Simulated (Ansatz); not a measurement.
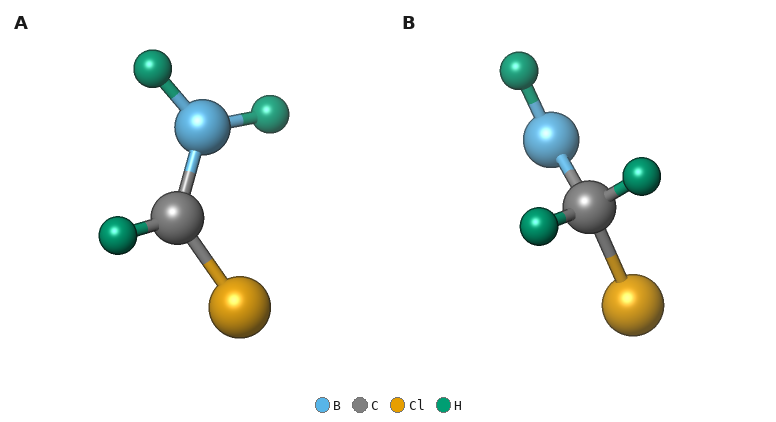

2 stationary structures of one formula. The species is neutral and a spin doublet. Geometries: PBE-D4/def2-SVP. Electronic energies: PBE-D4/def2-SVP (Ansatz 0.2.0), without zero-point energy. No frequency run is at hand to confirm each as a minimum.

### Which is lowest in energy, and by how much?

A is lowest; B lies 0.887 eV above it (Cs).
